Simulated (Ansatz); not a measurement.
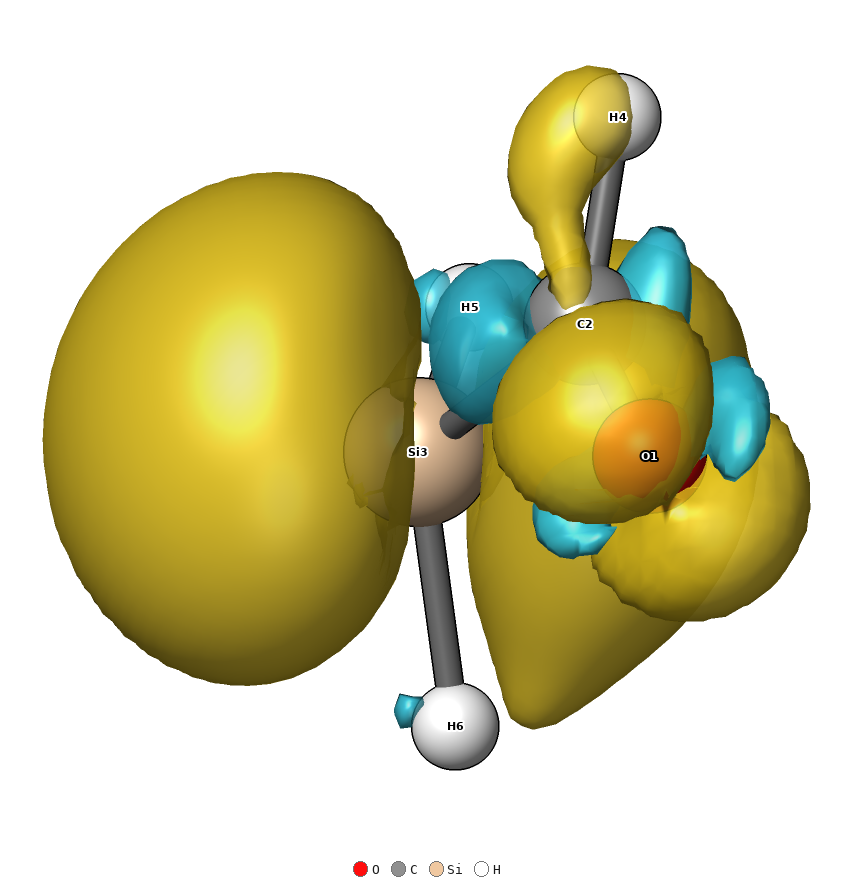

Figure. CH₃OSi (doublet). Isosurfaces of the spin density at +0.015 (yellow) and −0.015 e/Å³ (cyan), seen at an oblique angle.

Computed with UKS PBE/cc-pVDZ in Ansatz.

| atom | x (Å) | y (Å) | z (Å) |
| --- | --- | --- | --- |
| O | -0.5023 | -1.5967 | 0.9480 |
| C | -0.2143 | -0.9613 | -0.0589 |
| Si | 0.5628 | 0.7979 | 0.0185 |
| H | -0.3793 | -1.3932 | -1.0943 |
| H | 0.1970 | 1.6750 | -1.1600 |
| H | 0.3362 | 1.4783 | 1.3467 |

Which atoms carry the spin?

The unpaired spin (1 electron) lies mostly on Si3 (about 0.7) and O1 (about 0.1), in electrons by Hirshfeld's partition.
